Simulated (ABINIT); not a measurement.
# LiNbO3 (R3c): bands and cutoff in G0W0 with ABINIT, part 2 of 2

Aim: raise bands and screening cutoff together for LiNbO3 (R3c) and follow gap and time.

ABINIT 10.8.3; PBE and many-body steps on it, plane waves. Known limits of the many-body steps: not at the basis limit; no spin-orbit coupling; coarse k mesh.

So far. Step 3 (Screening, 2×2×2 mesh, 130 bands, screening to 68.6 eV): Local fields lower ε∞ by 9 %. On a Γ-centred mesh this coarse the value itself is usually too large, while a short band sum pulls it down. Step 4 (130 bands, 68.6 eV): The gap on the mesh goes from 3.62 eV to 5.20 eV, a correction of +1.59 eV.

### 6. 181 bands, 90.6 eV

This step: G0W0 on PBE, plane waves, norm-conserving pseudopotentials.

The input, run.abi:

```
acell 3*1.0 Angstrom
rprim 
  2.575800000019 1.487138823389 4.623000000000
  -2.575800000018 1.487138823389 4.623000000000
  0.000000000000 -2.974277646779 4.623000000000
ntypat 3
znucl 3 41 8
natom 10
typat 1 1 2 2 3 3 3 3 3 3
xred 
  0.281500000000 0.281500000000 0.281500000000
  0.781500000000 0.781500000000 0.781500000000
  0.000055000000 0.000055000000 0.000055000000
  0.500055000000 0.500055000000 0.500055000000
  0.112310000000 0.358360000000 0.719590000000
  0.719590000000 0.112310000000 0.358360000000
  0.358360000000 0.719590000000 0.112310000000
  0.219590000000 0.858360000000 0.612310000000
  0.858360000000 0.612310000000 0.219590000000
  0.612310000000 0.219590000000 0.858360000000
pp_dirpath "pseudos"
pseudos "Li.upf, Nb.upf, O.upf"
ecut 37
ngkpt 2 2 2
nshiftk 1
shiftk 0 0 0
kptopt 1
chksymbreak 0
istwfk *1
occopt 1
irdwfk 1
optdriver 4
nband 181
gwcalctyp 0
ecutsigx 37
symsigma 1
nkptgw 4
kptgw 
  0.0000000000 0.0000000000 0.0000000000
  0.5000000000 0.0000000000 0.0000000000
  0.5000000000 0.5000000000 0.0000000000
  0.5000000000 0.5000000000 0.5000000000
bdgw 
  33 36
  33 36
  33 36
  31 36
ecuteps 3.33
irdscr 1
ppmodel 1
indata_prefix "in"
outdata_prefix "out"
tmpdata_prefix "tmp"
```

On the command line:

```
> OMP_NUM_THREADS=1 mpirun -n 8 abinit run.abi > log
```

Numbers of over 12 decimals in the logs are rounded to 6 here.

What it wrote:

```text
.Version 10.8.3 of ABINIT. v10.8.2 released Aug 2026.

 Symmetries : space group R3 c (#161); Bravais hR (rhombohedral)
[... echo of the input left out ...]
== DATASET  1 ==================================================================
-   mpi_nproc: 8, omp_nthreads: 1 (-1 if OMP is not activated)

--- !DatasetInfo
iteration_state: {dtset: 1, }
dimensions: {natom: 10, nkpt: 4, mband: 181, nsppol: 1, nspinor: 1, nspden: 1, mpw: 7739, }
cutoff_energies: {ecut:  37.0, pawecutdg:  -1.0, }
electrons: {nelect:   6.80000000E+01, charge:   0.00000000E+00, occopt:   1.00000000E+00, tsmear:   1.00000000E-02, }

 SIGMA: Calculation of the GW corrections

 Based on a program developped by R.W. Godby, V. Olevano, G. Onida, and L. Reining.
 Incorporated in ABINIT by V. Olevano, G.-M. Rignanese, and M. Torrent.
.Using double precision arithmetic ; gwpc =  8

[... cell and pseudopotentials left out ...]
--------------------------------------------------------------------------------

 ==== K-mesh for the wavefunctions ====
 Number of points in the irreducible wedge :     4
[... list of points left out ...]
 Together with  6 symmetry operations and time-reversal symmetry
 yields     8 points in the full Brillouin Zone.

 ==== Q-mesh for screening function ====
 Number of points in the irreducible wedge :     4
[... list of points left out ...]
 Together with  6 symmetry operations and time-reversal symmetry
 yields     8 points in the full Brillouin Zone.

 vcoul_init : cutoff-mode = AUXILIARY_FUNCTION
 q-points for optical limit:   1
     1)      0.000010    0.000020    0.000030
 setmesh: FFT mesh size selected  =    60x   60x   60
          total number of points  =       216000

 Number of electrons calculated from density =   68.0000; Expected =   68.0000
[...]
33   4.475 -19.870 -24.337   4.656   0.780  -0.282 -19.723   0.147   4.622
       34   4.475 -19.870 -24.337   4.656   0.780  -0.282 -19.723   0.147   4.622
       35   8.093 -17.110 -11.208  -3.924   0.817  -0.224 -15.494   1.617   9.710
[...]
--- !SelfEnergy_ee
iteration_state: {dtset: 1, }
kpoint     : [   0.500,    0.000,    0.000, ]
spin       : 1
KS_gap     :    4.137
QP_gap     :    5.678
Delta_QP_KS:    1.541
data: !SigmaeeData |
     Band     E0 <VxcDFT>   SigX SigC(E0)      Z dSigC/dE  Sig(E)    E-E0       E
[...]
--- !SelfEnergy_ee
iteration_state: {dtset: 1, }
kpoint     : [   0.500,    0.500,    0.000, ]
spin       : 1
KS_gap     :    3.890
QP_gap     :    5.410
Delta_QP_KS:    1.519
data: !SigmaeeData |
     Band     E0 <VxcDFT>   SigX SigC(E0)      Z dSigC/dE  Sig(E)    E-E0       E
[...]
--- !SelfEnergy_ee
iteration_state: {dtset: 1, }
kpoint     : [   0.500,    0.500,    0.500, ]
spin       : 1
KS_gap     :    4.981
QP_gap     :    6.583
Delta_QP_KS:    1.602
data: !SigmaeeData |
     Band     E0 <VxcDFT>   SigX SigC(E0)      Z dSigC/dE  Sig(E)    E-E0       E
[...]
35   9.146 -17.542 -11.278  -4.189   0.813  -0.231 -15.856   1.685  10.831
       36   9.146 -17.542 -11.278  -4.189   0.813  -0.231 -15.856   1.685  10.831

 New Fermi energy :        2.422308E-01 Ha ,    6.591436E+00 eV

 === QP Band Gaps ===
  >>>> For spin  1
   Minimum direct gap =   5.0880 [eV], located at k-point      :   0.0000  0.0000  0.0000
   Fundamental gap    =   5.0880 [eV], Top of valence bands at :   0.0000  0.0000  0.0000
                                       Bottom of conduction at :   0.0000  0.0000  0.0000

== END DATASET(S) ==============================================================
================================================================================

 -outvars: echo values of variables after computation  --------
           etotal      0.0000000000E+00
            nband         181
             nkpt           4
          spgroup         161
 [... the other variables as echoed above ...]

 Calculation completed.
```

The job ended after 7.8 s (8 MPI ranks of Arm Neoverse V2, shared host; peak memory 1.8 GiB; 62 s of CPU time).

Numbers from this step:

* G0W0 gap on the mesh: 5.088 eV
* starting gap on the mesh: 3.618 eV
* k of the valence top: 0, 0, 0
* k of the conduction bottom: 0, 0, 0
* Z at the valence top: 0.78
* Z at the conduction bottom: 0.817
* least direct G0W0 gap on the computed points: 5.088 eV

Against G0W0 in ABINIT (2×2×2 mesh, 130 bands, screening to 68.6 eV, Godby-Needs plasmon pole), the gap moves by −0.117 eV.

### 7. Screening, 2×2×2 mesh, 260 bands, screening to 120.8 eV

This step: RPA screening on PBE, plane waves, norm-conserving pseudopotentials.

run.abi: that of step 6 with these lines changed.

```diff
@@ -31,21 +31,8 @@
 irdwfk 1
-optdriver 4
-nband 181
-gwcalctyp 0
-ecutsigx 37
-symsigma 1
-nkptgw 4
-kptgw 
-  0.0000000000 0.0000000000 0.0000000000
-  0.5000000000 0.0000000000 0.0000000000
-  0.5000000000 0.5000000000 0.0000000000
-  0.5000000000 0.5000000000 0.5000000000
-bdgw 
-  33 36
-  33 36
-  33 36
-  31 36
-ecuteps 3.33
-irdscr 1
-ppmodel 1
+optdriver 3
+nband 260
+ecuteps 4.44
+inclvkb 2
+awtr 1
+symchi 1
 indata_prefix "in"
```

What it wrote:

```text
.Version 10.8.3 of ABINIT. v10.8.2 released Aug 2026.

 Symmetries : space group R3 c (#161); Bravais hR (rhombohedral)
[... echo of the input left out ...]
== DATASET  1 ==================================================================
-   mpi_nproc: 8, omp_nthreads: 1 (-1 if OMP is not activated)

--- !DatasetInfo
iteration_state: {dtset: 1, }
dimensions: {natom: 10, nkpt: 4, mband: 260, nsppol: 1, nspinor: 1, nspden: 1, mpw: 7739, }
cutoff_energies: {ecut:  37.0, pawecutdg:  -1.0, }
[...]
--------------------------------------------------------------------------------
[... chi0 elements left out ...]
 For q-point:  0.000010 0.000020 0.000030
  dielectric constant =   5.1837
  dielectric constant without local fields =   5.8040

  Average fulfillment of the sum rule on Im[epsilon] for q-point    1 :     74.14  [%]
[... wings left out ...]
  q-point number  2        q = ( 0.500000, 0.000000, 0.000000) [r.l.u.]
--------------------------------------------------------------------------------
[... chi0 elements left out ...]
  Average fulfillment of the sum rule on Im[epsilon] for q-point    2 :     77.97  [%]

 [... 2 further q-points ...]
```

The job ended after 51 s (8 MPI ranks; peak memory 3.4 GiB; 6.8 min of CPU time).

Numbers from this step:

| Item | Value |
| --- | --- |
| ε∞ with local fields, on this mesh, along the program's q direction | 5.184 |
| the same without local fields | 5.804 |
| plasma frequency | 29.71 eV |
| plane waves in the screening matrix | 321 |

### 8. 260 bands, 120.8 eV

This step: G0W0 on PBE, plane waves, norm-conserving pseudopotentials.

run.abi: that of step 7 with these lines changed.

```diff
@@ -31,8 +31,21 @@
 irdwfk 1
-optdriver 3
+optdriver 4
 nband 260
+gwcalctyp 0
+ecutsigx 37
+symsigma 1
+nkptgw 4
+kptgw 
+  0.0000000000 0.0000000000 0.0000000000
+  0.5000000000 0.0000000000 0.0000000000
+  0.5000000000 0.5000000000 0.0000000000
+  0.5000000000 0.5000000000 0.5000000000
+bdgw 
+  33 36
+  33 36
+  33 36
+  31 36
 ecuteps 4.44
-inclvkb 2
-awtr 1
-symchi 1
+irdscr 1
+ppmodel 1
 indata_prefix "in"
```

What it wrote:

```text
.Version 10.8.3 of ABINIT. v10.8.2 released Aug 2026.

 Symmetries : space group R3 c (#161); Bravais hR (rhombohedral)
[... echo of the input left out ...]
== DATASET  1 ==================================================================
-   mpi_nproc: 8, omp_nthreads: 1 (-1 if OMP is not activated)

--- !DatasetInfo
iteration_state: {dtset: 1, }
dimensions: {natom: 10, nkpt: 4, mband: 260, nsppol: 1, nspinor: 1, nspden: 1, mpw: 7739, }
cutoff_energies: {ecut:  37.0, pawecutdg:  -1.0, }
[...]
Minimum direct gap =   5.0366 [eV], located at k-point      :   0.0000  0.0000  0.0000
   Fundamental gap    =   5.0366 [eV], Top of valence bands at :   0.0000  0.0000  0.0000
                                       Bottom of conduction at :   0.0000  0.0000  0.0000

== END DATASET(S) ==============================================================
================================================================================

 -outvars: echo values of variables after computation  --------
           etotal      0.0000000000E+00
            nband         260
             nkpt           4
          spgroup         161
 [... the other variables as echoed above ...]

 Calculation completed.
```

It took 17 s on 8 MPI ranks; peak memory 2.2 GiB.

Numbers from this step:

- G0W0 gap on the mesh: 5.037 eV
- starting gap on the mesh: 3.618 eV
- k of the valence top: 0, 0, 0
- k of the conduction bottom: 0, 0, 0
- least direct G0W0 gap on the computed points: 5.037 eV

Against G0W0 in ABINIT (2×2×2 mesh, 181 bands, screening to 90.6 eV, Godby-Needs plasmon pole), the gap moves by −0.051 eV.

### 9. Screening, 2×2×2 mesh, 370 bands, screening to 157 eV

This step: RPA screening on PBE, plane waves, norm-conserving pseudopotentials.

run.abi: that of step 8 with these lines changed.

```diff
@@ -31,21 +31,8 @@
 irdwfk 1
-optdriver 4
-nband 260
-gwcalctyp 0
-ecutsigx 37
-symsigma 1
-nkptgw 4
-kptgw 
-  0.0000000000 0.0000000000 0.0000000000
-  0.5000000000 0.0000000000 0.0000000000
-  0.5000000000 0.5000000000 0.0000000000
-  0.5000000000 0.5000000000 0.5000000000
-bdgw 
-  33 36
-  33 36
-  33 36
-  31 36
-ecuteps 4.44
-irdscr 1
-ppmodel 1
+optdriver 3
+nband 370
+ecuteps 5.77
+inclvkb 2
+awtr 1
+symchi 1
 indata_prefix "in"
```

What it wrote:

```text
.Version 10.8.3 of ABINIT. v10.8.2 released Aug 2026.

 Symmetries : space group R3 c (#161); Bravais hR (rhombohedral)
[... echo of the input left out ...]
== DATASET  1 ==================================================================
-   mpi_nproc: 8, omp_nthreads: 1 (-1 if OMP is not activated)

--- !DatasetInfo
iteration_state: {dtset: 1, }
dimensions: {natom: 10, nkpt: 4, mband: 370, nsppol: 1, nspinor: 1, nspden: 1, mpw: 7739, }
cutoff_energies: {ecut:  37.0, pawecutdg:  -1.0, }
[...]
--------------------------------------------------------------------------------
[... chi0 elements left out ...]
 For q-point:  0.000010 0.000020 0.000030
  dielectric constant =   5.1739
  dielectric constant without local fields =   5.8068

  Average fulfillment of the sum rule on Im[epsilon] for q-point    1 :     81.02  [%]
[... wings left out ...]
  q-point number  2        q = ( 0.500000, 0.000000, 0.000000) [r.l.u.]
--------------------------------------------------------------------------------
[... chi0 elements left out ...]
  Average fulfillment of the sum rule on Im[epsilon] for q-point    2 :     83.94  [%]

 [... 2 further q-points ...]
```

Wall time 82 s (8 MPI ranks); peak memory 3.9 GiB; 11 min of CPU time.

Numbers from this step:

| Item | Value |
| --- | --- |
| ε∞ with local fields, on this mesh, along the program's q direction | 5.174 |
| the same without local fields | 5.807 |
| plasma frequency | 29.71 eV |
| plane waves in the screening matrix | 477 |

### 10. 370 bands, 157 eV

This step: G0W0 on PBE, plane waves, norm-conserving pseudopotentials.

run.abi: that of step 9 with these lines changed.

```diff
@@ -31,8 +31,21 @@
 irdwfk 1
-optdriver 3
+optdriver 4
 nband 370
+gwcalctyp 0
+ecutsigx 37
+symsigma 1
+nkptgw 4
+kptgw 
+  0.0000000000 0.0000000000 0.0000000000
+  0.5000000000 0.0000000000 0.0000000000
+  0.5000000000 0.5000000000 0.0000000000
+  0.5000000000 0.5000000000 0.5000000000
+bdgw 
+  33 36
+  33 36
+  33 36
+  31 36
 ecuteps 5.77
-inclvkb 2
-awtr 1
-symchi 1
+irdscr 1
+ppmodel 1
 indata_prefix "in"
```

What it wrote:

```text
.Version 10.8.3 of ABINIT. v10.8.2 released Aug 2026.

 Symmetries : space group R3 c (#161); Bravais hR (rhombohedral)
[... echo of the input left out ...]
== DATASET  1 ==================================================================
-   mpi_nproc: 8, omp_nthreads: 1 (-1 if OMP is not activated)

--- !DatasetInfo
iteration_state: {dtset: 1, }
dimensions: {natom: 10, nkpt: 4, mband: 370, nsppol: 1, nspinor: 1, nspden: 1, mpw: 7739, }
cutoff_energies: {ecut:  37.0, pawecutdg:  -1.0, }
[...]
Minimum direct gap =   4.9991 [eV], located at k-point      :   0.0000  0.0000  0.0000
   Fundamental gap    =   4.9991 [eV], Top of valence bands at :   0.0000  0.0000  0.0000
                                       Bottom of conduction at :   0.0000  0.0000  0.0000

== END DATASET(S) ==============================================================
================================================================================

 -outvars: echo values of variables after computation  --------
           etotal      0.0000000000E+00
            nband         370
             nkpt           4
          spgroup         161
 [... the other variables as echoed above ...]

 Calculation completed.
```

The job ended after 42 s (8 MPI ranks; peak memory 2.9 GiB).

Numbers from this step:

| Property | Result |
| --- | --- |
| G0W0 gap on the mesh | 4.999 eV |
| starting gap on the mesh | 3.618 eV |
| k of the valence top | 0, 0, 0 |
| k of the conduction bottom | 0, 0, 0 |
| least direct G0W0 gap on the computed points | 4.999 eV |

Against G0W0 in ABINIT (2×2×2 mesh, 260 bands, screening to 120.8 eV, Godby-Needs plasmon pole), the gap moves by −0.038 eV.

### 11. Screening, 2×2×2 mesh, 522 bands, screening to 201.4 eV

This step: RPA screening on PBE, plane waves, norm-conserving pseudopotentials.

run.abi: that of step 10 with these lines changed.

```diff
@@ -31,21 +31,8 @@
 irdwfk 1
-optdriver 4
-nband 370
-gwcalctyp 0
-ecutsigx 37
-symsigma 1
-nkptgw 4
-kptgw 
-  0.0000000000 0.0000000000 0.0000000000
-  0.5000000000 0.0000000000 0.0000000000
-  0.5000000000 0.5000000000 0.0000000000
-  0.5000000000 0.5000000000 0.5000000000
-bdgw 
-  33 36
-  33 36
-  33 36
-  31 36
-ecuteps 5.77
-irdscr 1
-ppmodel 1
+optdriver 3
+nband 522
+ecuteps 7.4
+inclvkb 2
+awtr 1
+symchi 1
 indata_prefix "in"
```

What it wrote:

```text
.Version 10.8.3 of ABINIT. v10.8.2 released Aug 2026.

 Symmetries : space group R3 c (#161); Bravais hR (rhombohedral)
[... echo of the input left out ...]
== DATASET  1 ==================================================================
-   mpi_nproc: 8, omp_nthreads: 1 (-1 if OMP is not activated)

--- !DatasetInfo
iteration_state: {dtset: 1, }
dimensions: {natom: 10, nkpt: 4, mband: 522, nsppol: 1, nspinor: 1, nspden: 1, mpw: 7739, }
cutoff_energies: {ecut:  37.0, pawecutdg:  -1.0, }
[...]
--------------------------------------------------------------------------------
[... chi0 elements left out ...]
 For q-point:  0.000010 0.000020 0.000030
  dielectric constant =   5.1657
  dielectric constant without local fields =   5.8081

  Average fulfillment of the sum rule on Im[epsilon] for q-point    1 :     86.41  [%]
[... wings left out ...]
  q-point number  2        q = ( 0.500000, 0.000000, 0.000000) [r.l.u.]
--------------------------------------------------------------------------------
[... chi0 elements left out ...]
  Average fulfillment of the sum rule on Im[epsilon] for q-point    2 :     88.57  [%]

 [... 2 further q-points ...]
```

It took 2.9 min on 8 MPI ranks; peak memory 6.8 GiB; 23 min of CPU time.

Numbers from this step:

```yaml
eps_infinity_with_local_fields_on_this_mesh_along_the_program_s_q_direction: 5.166
the_same_without_local_fields: 5.808
plasma_frequency: 29.71 eV
plane_waves_in_the_screening_matrix: 683
```

### 12. 522 bands, 201.4 eV

This step: G0W0 on PBE, plane waves, norm-conserving pseudopotentials.

run.abi: that of step 11 with these lines changed.

```diff
@@ -31,8 +31,21 @@
 irdwfk 1
-optdriver 3
+optdriver 4
 nband 522
+gwcalctyp 0
+ecutsigx 37
+symsigma 1
+nkptgw 4
+kptgw 
+  0.0000000000 0.0000000000 0.0000000000
+  0.5000000000 0.0000000000 0.0000000000
+  0.5000000000 0.5000000000 0.0000000000
+  0.5000000000 0.5000000000 0.5000000000
+bdgw 
+  33 36
+  33 36
+  33 36
+  31 36
 ecuteps 7.4
-inclvkb 2
-awtr 1
-symchi 1
+irdscr 1
+ppmodel 1
 indata_prefix "in"
```

What it wrote:

```text
.Version 10.8.3 of ABINIT. v10.8.2 released Aug 2026.

 Symmetries : space group R3 c (#161); Bravais hR (rhombohedral)
[... echo of the input left out ...]
== DATASET  1 ==================================================================
-   mpi_nproc: 8, omp_nthreads: 1 (-1 if OMP is not activated)

--- !DatasetInfo
iteration_state: {dtset: 1, }
dimensions: {natom: 10, nkpt: 4, mband: 522, nsppol: 1, nspinor: 1, nspden: 1, mpw: 7739, }
cutoff_energies: {ecut:  37.0, pawecutdg:  -1.0, }
[...]
Minimum direct gap =   4.9891 [eV], located at k-point      :   0.0000  0.0000  0.0000
   Fundamental gap    =   4.9891 [eV], Top of valence bands at :   0.0000  0.0000  0.0000
                                       Bottom of conduction at :   0.0000  0.0000  0.0000

== END DATASET(S) ==============================================================
================================================================================

 -outvars: echo values of variables after computation  --------
           etotal      0.0000000000E+00
            nband         522
             nkpt           4
          spgroup         161
 [... the other variables as echoed above ...]

 Calculation completed.
```

It took 1.9 min on 8 MPI ranks; peak memory 5.8 GiB.

This step gave:

* G0W0 gap on the mesh: 4.989 eV
* starting gap on the mesh: 3.618 eV
* k of the valence top: 0, 0, 0
* k of the conduction bottom: 0, 0, 0
* least direct G0W0 gap on the computed points: 4.989 eV

Against G0W0 in ABINIT (2×2×2 mesh, 370 bands, screening to 157 eV, Godby-Needs plasmon pole), the gap moves by −0.010 eV.

### 13. The runs together

Times are wall times on 8 MPI ranks of Arm Neoverse V2, shared host, good to a factor of about two. A run's time includes the screening step that it read.

| run | mesh | bands | screening cutoff (eV) | DFT gap (eV) | gap on the mesh (eV) | direct (eV) | ε∞ used | time |
| --- | --- | --- | --- | --- | --- | --- | --- | --- |
| 130 bands, 68.6 eV | 2×2×2 | 130 | 68.6 | 3.618 | 5.205 | 5.205 | 5.24 | 26 s |
| 181 bands, 90.6 eV | 2×2×2 | 181 | 90.6 | 3.618 | 5.088 | 5.088 | 5.23 | 40 s |
| 260 bands, 120.8 eV | 2×2×2 | 260 | 120.8 | 3.618 | 5.037 | 5.037 | 5.18 | 68 s |
| 370 bands, 157 eV | 2×2×2 | 370 | 157 | 3.618 | 4.999 | 4.999 | 5.17 | 2.1 min |
| 522 bands, 201.4 eV | 2×2×2 | 522 | 201.4 | 3.618 | 4.989 | 4.989 | 5.17 | 4.7 min |

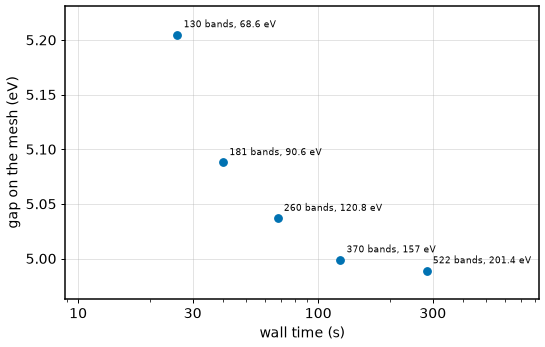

Result against wall time.

### 14. Summary of results

```json
{
  "130 bands, 68.6 eV": "5.205 eV",
  "181 bands, 90.6 eV": "5.088 eV",
  "260 bands, 120.8 eV": "5.037 eV",
  "370 bands, 157 eV": "4.999 eV",
  "522 bands, 201.4 eV": "4.989 eV",
  "known limits": "not at the basis limit; no spin-orbit coupling; coarse k mesh"
}
```

From the first rung to the last the gap moves by −0.22 eV for 11 times the time. The 2×2×2 mesh is coarse for this cell, which bears on the long-range parts of exchange and screening. The many-body steps are scalar-relativistic: spin-orbit coupling is not in them.

[Paths, hosts, dates, memory and timing lines, banners, echoed tables and standing remarks are left out of the program output.]

[Logs are printed without paths, hosts, clocks, repeated set-up lines and the standing remarks that a program may print on its own settings, such as how far it seeks lower states.]

[Runs of the session that timed out or met a known fault of the program may be left out.]

[Hosts, paths, dates, database ids (printed as entryN), source tags and the programs' standing remarks are cut or masked in the printed files.]

[G0W0 gaps are taken among the corrected bands and points alone; a level outside them can change the order at an edge.]

[Where Ansatz stands beside ABINIT at settings called matched, ABINIT's density can come from a denser mesh and the files from another edition; pairs whose starting gaps differed by over 0.03 eV were left out, so agreement reads better than it is.]
